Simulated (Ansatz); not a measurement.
# BF2H2N + HCl: a complex and its separated parts, part 2 of 2

Ansatz 0.2.0, Gaussian basis.

## Step 13: CAM-B3LYP-D4/def2-TZVPP

The inputs:

parta/in.yaml

```yaml
crystal:
  periodic: [false, false, false]
  atoms:
    - {symbol: B, position_ang: [-0.748260, 0.907819, 0.006612]}
    - {symbol: F, position_ang: [-1.854233, 0.725560, -0.708440]}
    - {symbol: F, position_ang: [-0.173718, 2.105850, -0.041534]}
    - {symbol: N, position_ang: [-0.211042, -0.119001, 0.778093]}
    - {symbol: H, position_ang: [-0.629471, -1.029693, 0.827699]}
    - {symbol: H, position_ang: [0.622362, -0.001503, 1.324477]}
basis:
  gaussian: {orbitals: def2-TZVPP}
hamiltonian: {xc: {name: CAM-B3LYP}, dispersion: d4}
```

partb/in.yaml

```yaml
crystal:
  periodic: [false, false, false]
  atoms:
    - {symbol: Cl, position_ang: [1.901128, -1.596508, -1.486424]}
    - {symbol: H, position_ang: [1.093335, -0.992623, -0.700481]}
basis:
  gaussian: {orbitals: def2-TZVPP}
hamiltonian: {xc: {name: CAM-B3LYP}, dispersion: d4}
```

The same command starts each run, in its folder.

Run with:

```
$ ansatz run in.yaml --threads 4 --pin off --events-out ev --progress --plain --max-ram 9574MiB
```

parta printed, cut to the lines that bear on the results:

```text
Functional definition: CAM-B3LYP
  name "CAM-B3LYP"
  cite "Yanai, Tew & Handy, Chem. Phys. Lett. 393, 51 (2004) doi:10.1016/j.cplett.2004.06.011"
  cite "Iikura, Tsuneda, Yanai & Hirao, J. Chem. Phys. 115, 3540 (2001) doi:10.1063/1.1383587"
  cite "Becke, Phys. Rev. A 38, 3098 (1988) doi:10.1103/PhysRevA.38.3098"
  cite "Lee, Yang & Parr, Phys. Rev. B 37, 785 (1988) doi:10.1103/PhysRevB.37.785"
[...]
  # Exact exchange under (alpha + beta erf(omega r))/r, Becke's under what is left of 1/r.
[...]
754 factors; their error is unknown
186 factors; integrals over basis functions are off by at most 1.5e-5 eV
[...]
mean field -7638.59777735 eV, -280.7132906902 hartree, gradient 7.2e-5 eV, S^2 0.000000; 0 other end points of the search recorded, 0 dependent functions left out
reference -7638.59787965 eV, -280.7132944496 hartree; 16, 16 occupied and 136, 136 virtual orbitals, 754 factors
Total energy: -7638.65311796 eV, -280.7153244200 hartree
```

partb printed, cut to the lines that bear on the results:

```text
[... 6 set-up lines as earlier in the session ...]
[...]
  # Exact exchange under (alpha + beta erf(omega r))/r, Becke's under what is left of 1/r.
[...]
372 factors; their error is unknown
66 factors; integrals over basis functions are off by at most 7.5e-5 eV
[...]
mean field -12539.88295004 eV, -460.8321985762 hartree, gradient 2.6e-5 eV, S^2 0.000000; 0 other end points of the search recorded, 0 dependent functions left out
reference -12539.88302432 eV, -460.8322013056 hartree; 9, 9 occupied and 47, 47 virtual orbitals, 372 factors
Total energy: -12539.88750577 eV, -460.8323659960 hartree
```

They took 0.8 s (parta), 0.2 s (partb) on 4 threads of Arm Neoverse V2, shared host.

## Step 14: wB97X-V/def2-TZVPP

Each input of step 13 (parta, partb) changes in the same lines:

```diff
-hamiltonian: {xc: {name: CAM-B3LYP}, dispersion: d4}
+hamiltonian: {xc: {name: wB97X-V}}
```

One command serves all of them, each in its own folder.

Run with:

```
$ ansatz run in.yaml --threads 4 --pin off --events-out ev --progress --plain --max-ram 9574MiB
```

parta printed, cut to the lines that bear on the results:

```text
Functional definition: wB97X-V
  name "wB97X-V"
  cite "Mardirossian & Head-Gordon, Phys. Chem. Chem. Phys. 16, 9904 (2014) doi:10.1039/C3CP54374A"
[... 2 set-up lines as earlier in the session ...]
[...]
      + integral(e_c_pw_opposite_spin*poly(b97_u_opposite, cos0, cos1)) + vv10(b, c)
754 factors; their error is unknown
172 factors; integrals over basis functions are off by at most 8.9e-6 eV
[...]
mean field -7638.18993280 eV, -280.6983026792 hartree, gradient 2.9e-5 eV, S^2 0.000000; 0 other end points of the search recorded, 0 dependent functions left out
reference -7638.18993109 eV, -280.6983026164 hartree; 16, 16 occupied and 136, 136 virtual orbitals, 754 factors
Total energy: -7638.18993109 eV, -280.6983026164 hartree
```

Output in partb, cut to the lines that bear on the results:

```text
[... 5 set-up lines as earlier in the session ...]
[...]
      + integral(e_c_pw_opposite_spin*poly(b97_u_opposite, cos0, cos1)) + vv10(b, c)
369 factors; their error is unknown
62 factors; integrals over basis functions are off by at most 9.0e-5 eV
[...]
mean field -12537.61274843 eV, -460.7487702058 hartree, gradient 5.7e-5 eV, S^2 0.000000; 0 other end points of the search recorded, 0 dependent functions left out
reference -12537.61274748 eV, -460.7487701709 hartree; 9, 9 occupied and 47, 47 virtual orbitals, 369 factors
Total energy: -12537.61274748 eV, -460.7487701709 hartree
```

They took 1.9 s (parta), 0.35 s (partb) on 4 threads of Arm Neoverse V2, shared host.

## Step 15: wB97M-V/def2-TZVPP

Each input of step 14 (parta, partb) changes in the same lines:

```diff
-hamiltonian: {xc: {name: wB97X-V}}
+hamiltonian: {xc: {name: wB97M-V}}
```

One command serves all of them, each in its own folder.

Run with:

```
$ ansatz run in.yaml --threads 4 --pin off --events-out ev --progress --plain --max-ram 9574MiB
```

Log of parta, cut to the lines that bear on the results:

```text
Functional definition: wB97M-V
  name "wB97M-V"
  cite "Mardirossian & Head-Gordon, J. Chem. Phys. 144, 214110 (2016) doi:10.1063/1.4952647"
[... 2 set-up lines as earlier in the session ...]
  # Of w^i u^j: cxij and so on, Table III.
[...]
  gx(w, u) = 1 - cx + cx01*u + cx10*w
[...]
      + integral(e_c_pw_mod_opposite_spin*gos(b97_w_opposite, b97_u_opposite)) + vv10(b, c)
754 factors; their error is unknown
172 factors; integrals over basis functions are off by at most 8.9e-6 eV
[...]
mean field -7638.64790569 eV, -280.7151328725 hartree, gradient 3.0e-5 eV, S^2 0.000000; 0 other end points of the search recorded, 0 dependent functions left out
reference -7638.64794802 eV, -280.7151344282 hartree; 16, 16 occupied and 136, 136 virtual orbitals, 754 factors
Total energy: -7638.64794802 eV, -280.7151344282 hartree
```

Log of partb, cut to the lines that bear on the results:

```text
[... 5 set-up lines as earlier in the session ...]
  # Of w^i u^j: cxij and so on, Table III.
[...]
  gx(w, u) = 1 - cx + cx01*u + cx10*w
[...]
      + integral(e_c_pw_mod_opposite_spin*gos(b97_w_opposite, b97_u_opposite)) + vv10(b, c)
369 factors; their error is unknown
62 factors; integrals over basis functions are off by at most 9.0e-5 eV
[...]
mean field -12538.73840047 eV, -460.7901371551 hartree, gradient 5.7e-5 eV, S^2 0.000000; 0 other end points of the search recorded, 0 dependent functions left out
reference -12538.73842351 eV, -460.7901380020 hartree; 9, 9 occupied and 47, 47 virtual orbitals, 369 factors
Total energy: -12538.73842351 eV, -460.7901380020 hartree
```

Times: 2 s (parta), 0.4 s (partb) on 4 threads of Arm Neoverse V2, shared host.

## Step 16: B2PLYP/def2-TZVPP

Each input of step 15 (parta, partb) changes in the same lines:

```diff
-hamiltonian: {xc: {name: wB97M-V}}
+hamiltonian: {xc: {name: B2PLYP}}
```

Each run has its own folder and the same command.

Run with:

```
$ ansatz run in.yaml --threads 4 --pin off --events-out ev --progress --plain --max-ram 9574MiB
```

Log of parta, cut to the lines that bear on the results:

```text
Functional definition: B2PLYP
  name "B2PLYP"
  cite "Grimme, J. Chem. Phys. 124, 034108 (2006) doi:10.1063/1.2148954"
[... 2 set-up lines as earlier in the session ...]
[...]
958 factors; integrals over basis functions are off by at most 1.3e-3 eV
[...]
mean field -7629.18252667 eV, -280.3672866093 hartree, gradient 5.1e-6 eV, S^2 0.000000; 0 other end points of the search recorded, 0 dependent functions left out
4 core orbitals not correlated: weight in the atoms' cores, before any rotation towards them, 1.000 or more for the frozen orbitals, at most 0.000 for the correlated occupied ones
reference -7629.18265461 eV, -280.3672913111 hartree; 12, 12 occupied and 136, 136 virtual orbitals, 958 factors
second order -25.85605261 eV of doubles, -0.00000000 eV of singles
Total energy: -7636.16378881 eV, -280.6238432611 hartree
```

Output in partb, cut to the lines that bear on the results:

```text
[... 5 set-up lines as earlier in the session ...]
[...]
322 factors; integrals over basis functions are off by at most 1.4e-3 eV
[...]
mean field -12534.13740571 eV, -460.6210537162 hartree, gradient 9.7e-6 eV, S^2 0.000000; 0 other end points of the search recorded, 0 dependent functions left out
5 core orbitals not correlated: weight in the atoms' cores, before any rotation towards them, 1.000 or more for the frozen orbitals, at most 0.000 for the correlated occupied ones
reference -12534.13750246 eV, -460.6210572718 hartree; 4, 4 occupied and 47, 47 virtual orbitals, 322 factors
second order -6.68483026 eV of doubles, -0.00000000 eV of singles
Total energy: -12535.94240663 eV, -460.6873862767 hartree
```

Wall times: 1.2 s (parta), 0.2 s (partb) on 4 threads of Arm Neoverse V2, shared host.

## Step 17: PBE-QIDH/def2-TZVPP

Each input of step 16 (parta, partb) changes in the same lines:

```diff
-hamiltonian: {xc: {name: B2PLYP}}
+hamiltonian: {xc: {name: PBE-QIDH}}
```

One command serves all of them, each in its own folder.

Run with:

```
$ ansatz run in.yaml --threads 4 --pin off --events-out ev --progress --plain --max-ram 9574MiB
```

Output in parta, cut to the lines that bear on the results:

```text
Functional definition: PBE-QIDH
  name "PBE-QIDH"
  cite "Brémond, Sancho-García, Pérez-Jiménez & Adamo, J. Chem. Phys. 141, 031101 (2014) doi:10.1063/1.4890314"
[... 1 set-up line as earlier in the session ...]
[...]
958 factors; integrals over basis functions are off by at most 1.3e-3 eV
[...]
mean field -7623.95113596 eV, -280.1750365467 hartree, gradient 1.9e-6 eV, S^2 0.000000; 0 other end points of the search recorded, 0 dependent functions left out
4 core orbitals not correlated: weight in the atoms' cores, before any rotation towards them, 1.000 or more for the frozen orbitals, at most 0.000 for the correlated occupied ones
reference -7623.95114556 eV, -280.1750368997 hartree; 12, 12 occupied and 136, 136 virtual orbitals, 958 factors
second order -24.17887261 eV of doubles, -0.00000000 eV of singles
Total energy: -7632.01076976 eV, -280.4712226261 hartree
```

Output in partb, cut to the lines that bear on the results:

```text
[... 4 set-up lines as earlier in the session ...]
[...]
322 factors; integrals over basis functions are off by at most 1.4e-3 eV
[...]
mean field -12531.03304790 eV, -460.5069706711 hartree, gradient 2.4e-6 eV, S^2 0.000000; 0 other end points of the search recorded, 0 dependent functions left out
5 core orbitals not correlated: weight in the atoms' cores, before any rotation towards them, 1.000 or more for the frozen orbitals, at most 0.000 for the correlated occupied ones
reference -12531.03305427 eV, -460.5069709052 hartree; 4, 4 occupied and 47, 47 virtual orbitals, 322 factors
second order -6.22508773 eV of doubles, -0.00000000 eV of singles
Total energy: -12533.10808351 eV, -460.5832268233 hartree
```

Times: 1.2 s (parta), 0.2 s (partb) on 4 threads of Arm Neoverse V2, shared host.

## Step 18: RPA on PBE/def2-TZVPP

Each input of step 17 (parta, partb) changes in the same lines:

```diff
-hamiltonian: {xc: {name: PBE-QIDH}}
+hamiltonian: {xc: pbe}
+correlation: {method: rpa}
```

Each run has its own folder and the same command.

Run with:

```
$ ansatz run in.yaml --threads 4 --pin off --events-out ev --progress --plain --max-ram 9574MiB
```

Output in parta, cut to the lines that bear on the results:

```text
[... 4 set-up lines as earlier in the session ...]
[...]
958 factors; integrals over basis functions are off by at most 1.3e-3 eV
[...]
mean field -7632.59929810 eV, -280.4928506434 hartree, gradient 1.6e-6 eV, S^2 0.000000; 0 other end points of the search recorded, 0 dependent functions left out
4 core orbitals not correlated: weight in the atoms' cores, before any rotation towards them, 1.000 or more for the frozen orbitals, at most 0.000 for the correlated occupied ones
reference -7604.02136311 eV, -279.4426309034 hartree; 12, 12 occupied and 136, 136 virtual orbitals, 958 factors
Total energy: -7637.21951831 eV, -280.6626406046 hartree
```

Log of partb, cut to the lines that bear on the results:

```text
[... 4 set-up lines as earlier in the session ...]
[...]
322 factors; integrals over basis functions are off by at most 1.4e-3 eV
[...]
mean field -12534.30955966 eV, -460.6273802575 hartree, gradient 3.3e-6 eV, S^2 0.000000; 0 other end points of the search recorded, 0 dependent functions left out
5 core orbitals not correlated: weight in the atoms' cores, before any rotation towards them, 1.000 or more for the frozen orbitals, at most 0.000 for the correlated occupied ones
reference -12519.65936412 eV, -460.0889955014 hartree; 4, 4 occupied and 47, 47 virtual orbitals, 322 factors
Total energy: -12529.02202638 eV, -460.4330669933 hartree
```

Wall times: 1.2 s (parta), 0.2 s (partb) on 4 threads of Arm Neoverse V2, shared host.

## Step 19: CCSD(T)/def2-TZVPP

Each input of step 18 (parta, partb) changes in the same lines:

```diff
-hamiltonian: {xc: pbe}
-correlation: {method: rpa}
+correlation: {method: ccsd_t}
```

The same command starts each run, in its folder.

Run with:

```
$ ansatz run in.yaml --threads 4 --pin off --events-out ev --progress --plain --max-ram 9574MiB
```

Output in parta, cut to the lines that bear on the results:

```text
Functional definition: HF
  name "HF"
  cite "Fock, Z. Phys. 61, 126 (1930) doi:10.1007/BF01340294"
[... 1 set-up line as earlier in the session ...]
[...]
958 factors; integrals over basis functions are off by at most 1.3e-3 eV
[...]
mean field -7605.19898727 eV, -279.4859077933 hartree, gradient 2.1e-6 eV, S^2 0.000000; 0 other end points of the search recorded, 0 dependent functions left out
4 core orbitals not correlated: weight in the atoms' cores, before any rotation towards them, 1.000 or more for the frozen orbitals, at most 0.000 for the correlated occupied ones
reference -7605.19898727 eV, -279.4859077933 hartree; 12, 12 occupied and 136, 136 virtual orbitals, 958 factors
second order -21.81784211 eV of doubles, -0.00000000 eV of singles
cycle   1  -21.64282080 eV  change    1.8e-1 eV  update   8.5e-2
[...]
cycle   9  -22.11126660 eV  change    7.0e-7 eV  update   1.3e-5
perturbative correction -0.68548227 eV, -0.0251910087 hartree
Total energy: -7627.99573614 eV, -280.3236728621 hartree
```

Log of partb, cut to the lines that bear on the results:

```text
[... 4 set-up lines as earlier in the session ...]
[...]
322 factors; integrals over basis functions are off by at most 1.4e-3 eV
[...]
mean field -12519.93389158 eV, -460.0990841994 hartree, gradient 2.9e-6 eV, S^2 0.000000; 0 other end points of the search recorded, 0 dependent functions left out
5 core orbitals not correlated: weight in the atoms' cores, before any rotation towards them, 1.000 or more for the frozen orbitals, at most 0.000 for the correlated occupied ones
reference -12519.93389158 eV, -460.0990841994 hartree; 4, 4 occupied and 47, 47 virtual orbitals, 322 factors
second order -5.53921953 eV of doubles, -0.00000000 eV of singles
cycle   1  -5.96024746 eV  change   -4.2e-1 eV  update   3.9e-2
[...]
cycle   7  -6.10177126 eV  change   -5.7e-6 eV  update   7.9e-6
perturbative correction -0.21571146 eV, -0.0079272498 hartree
Total energy: -12526.25137430 eV, -460.3312474072 hartree
```

Times: 4.8 s (parta), 0.2 s (partb) on 4 threads of Arm Neoverse V2, shared host; peak memory 0.83 GiB.

## Step 20: Vibrations of BF2H2N

File vib-parta/in.yaml:

```yaml
crystal:
  periodic: [false, false, false]
  atoms:
    - {symbol: B, position_ang: [-0.748260, 0.907819, 0.006612]}
    - {symbol: F, position_ang: [-1.854233, 0.725560, -0.708440]}
    - {symbol: F, position_ang: [-0.173718, 2.105850, -0.041534]}
    - {symbol: N, position_ang: [-0.211042, -0.119001, 0.778093]}
    - {symbol: H, position_ang: [-0.629471, -1.029693, 0.827699]}
    - {symbol: H, position_ang: [0.622362, -0.001503, 1.324477]}
basis:
  gaussian: {orbitals: def2-TZVP}
hamiltonian: {xc: pbe0, dispersion: d4}
phonons: {temperatures: {t_min: 298.15, t_max: 900, t_step: 200}}
```

Run with:

```
$ ansatz run in.yaml --threads 4 --pin off --events-out ev --progress --plain --max-ram 9574MiB
```

Log, cut to the lines that bear on the results:

```text
[... 5 set-up lines as earlier in the session ...]
[...]
724 factors; their error is unknown
[...]
mean field -7632.82012006 eV, -280.5009657008 hartree, gradient 2.6e-5 eV, S^2 0.000000; 0 other end points of the search recorded, 0 dependent functions left out
[...]
Atom 3 at    -0.211042    -0.119001     0.778093 Å, force     0.000483    -0.000959     0.000767 eV/Å
Atom 4 at    -0.629471    -1.029693     0.827699 Å, force    -0.001417     0.000215    -0.001098 eV/Å
Atom 5 at     0.622362    -0.001503     1.324477 Å, force     0.000412     0.001718    -0.000372 eV/Å
Dipole moment:     0.218622    -0.417878     0.313981 e Å
Vibrations: 379.38 433.36 472.69 550.88 664.84 879.24 909.24 1431.77 1459.12 1636.86 3652.68 3755.85 cm⁻¹, zero-point energy 1.005878 eV
```

Wall time 12 s (4 threads of Arm Neoverse V2, shared host).

The modes, with what each moves most:

```csv
mode,wavenumber (cm⁻¹),character
1,379,bend
2,433,torsion with out-of-plane bend
3,473,bend
4,551,torsion
5,665,wag or twist with out-of-plane bend
6,879,B–F and B–N stretch
7,909,bend
8,1432,B–F stretch
9,1459,B–N stretch with bend
10,1637,bend
11,3653,N–H stretch
12,3756,N–H stretch
```

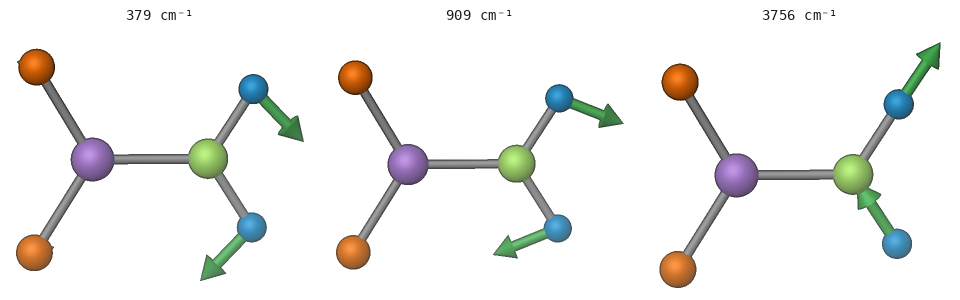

How the atoms move in 3 of the modes.

Vibrational sums (real modes only):

```csv
T (K),entropy (J/mol/K),heat capacity (J/mol/K)
298,16.0,31.4
498,37.2,51.0
698,56.5,62.9
898,73.3,70.6
```

## Step 21: Vibrations of HCl

File vib-partb/in.yaml:

```yaml
crystal:
  periodic: [false, false, false]
  atoms:
    - {symbol: Cl, position_ang: [1.901128, -1.596508, -1.486424]}
    - {symbol: H, position_ang: [1.093335, -0.992623, -0.700481]}
basis:
  gaussian: {orbitals: def2-TZVP}
hamiltonian: {xc: pbe0, dispersion: d4}
phonons: {temperatures: {t_min: 298.15, t_max: 900, t_step: 200}}
```

Run with:

```
$ ansatz run in.yaml --threads 4 --pin off --events-out ev --progress --plain --max-ram 9574MiB
```

Log, cut to the lines that bear on the results:

```text
[... 5 set-up lines as earlier in the session ...]
[...]
312 factors; their error is unknown
[...]
mean field -12535.31645772 eV, -460.6643830785 hartree, gradient 4.2e-5 eV, S^2 0.000000; 0 other end points of the search recorded, 0 dependent functions left out
[...]
reference -12535.31638905 eV, -460.6643805551 hartree; 9, 9 occupied and 34, 34 virtual orbitals, 312 factors
Total energy: -12535.32105079 eV, -460.6645518706 hartree
Atom 0 at     1.901128    -1.596508    -1.486424 Å, force     0.004750    -0.003551    -0.004622 eV/Å
Atom 1 at     1.093335    -0.992623    -0.700481 Å, force    -0.004750     0.003551     0.004622 eV/Å
Dipole moment:    -0.165879     0.124007     0.161392 e Å
Vibrations: 2998.90 cm⁻¹, zero-point energy 0.185908 eV
```

It took 0.95 s on 4 threads of Arm Neoverse V2, shared host.

The modes, with what each moves most:

```csv
mode,wavenumber (cm⁻¹),character
1,2999,Cl–H stretch
```

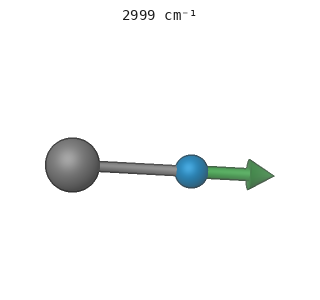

Displacements of 1 modes, as arrows.

Vibrational sums (real modes only):

```csv
T (K),entropy (J/mol/K),heat capacity (J/mol/K)
298,0.0,0.0
498,0.0,0.1
698,0.1,0.7
898,0.4,1.6
```

## Step 22: Complex less separated parts

The complex's own energies come from single points at the same levels.

Rows are in def2-TZVPP; times add the 3 runs of a level on a shared host, so small differences are noise.

Differences are taken before rounding.

```csv
method,rung,complex less parts (kJ/mol),from CCSD(T) (kJ/mol),time
SPW92,LDA,-26.9,-16.5,1.1 s
PBE-D4,GGA,-18.4,-7.9,1.8 s
BLYP-D4,GGA,-15.8,-5.4,1.9 s
r2SCAN-D4,meta-GGA,-14.7,-4.3,4 s
B97M-V,meta-GGA,-13.3,-2.8,6.9 s
PBE0-D4,hybrid,-15.2,-4.8,2.4 s
B3LYP-D4,hybrid,-14.0,-3.5,2.3 s
r2SCAN0-D4,hybrid,-13.1,-2.6,4.1 s
BHLYP-D4,hybrid,-11.5,-1.1,2.4 s
CAM-B3LYP-D4,range-separated hybrid,-13.1,-2.6,2.6 s
wB97X-V,range-separated hybrid,-11.2,-0.8,6.2 s
wB97M-V,range-separated hybrid,-11.3,-0.9,7 s
B2PLYP,double hybrid,-9.3,+1.1,4.2 s
PBE-QIDH,double hybrid,-11.2,-0.7,4.3 s
RPA on PBE,RPA,-6.8,+3.7,4.2 s
Hartree-Fock,wavefunction,3.2,+13.6,
MP2,wavefunction,-12.4,-2.0,
CCSD,wavefunction,-7.9,+2.6,
CCSD(T),wavefunction,-10.4,0,72 s
```

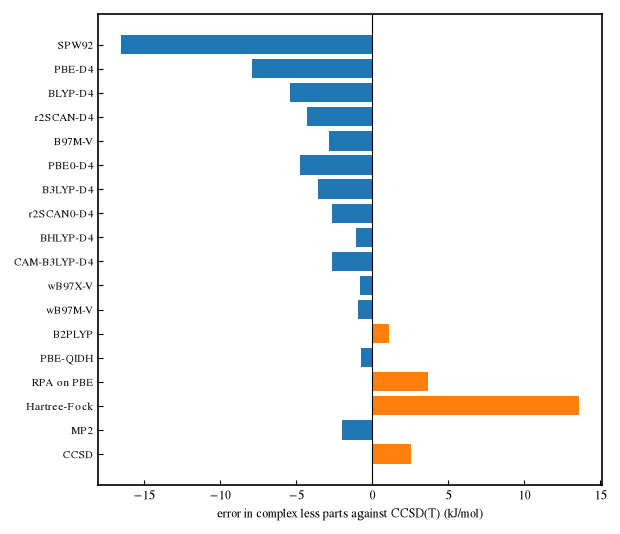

Deviations from CCSD(T), method by method.

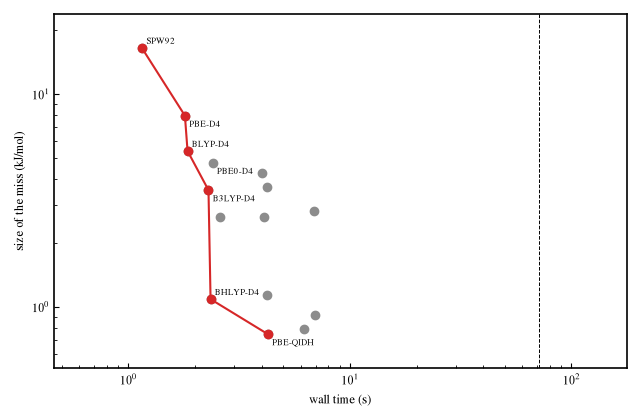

Accuracy for the time spent; red marks the levels that beat every quicker one drawn (of those quicker than the yardstick), and the dashed line is the time of CCSD(T). Only those levels and the largest misses are named. Times are from a shared host.

For cost: PBE-QIDH gets within 0.7 kJ/mol in 4.3 s, where CCSD(T) took 72 s; the quickest level in the cost chart, SPW92, takes 1.1 s and misses by 16.5 kJ/mol.

The complex's zero-point energy, from a separate PBE0-D4 run, is 1.253 eV.

## Step 23: Results

This closing draws on all 2 parts.

```
                              quantity         value
complex less parts, CCSD(T)/def2-TZVPP  -10.4 kJ/mol
                with zero-point energy   -4.5 kJ/mol
                 largest T1 diagnostic         0.011
```

In words: At CCSD(T) the complex lies 10.4 kJ/mol below its parts. The functionals run from PBE-QIDH, off by -0.7 kJ/mol, to SPW92, off by -16.5 kJ/mol, against CCSD(T). Mean unsigned error by rung: LDA 16.5, GGA 6.7, meta-GGA 3.6, hybrid 3.0, range-separated hybrid 1.4, double hybrid 0.9 kJ/mol. The double hybrids carry no dispersion term here, unlike the levels marked D4 or V. PBE-D4 gives a relative energy 7.9 kJ/mol too low, an error of 76 % of the reference. No counterpoise was applied, and triple zeta lacks some correlation, so the CCSD(T) reference has a basis error of its own, and close matches with it are partly luck.
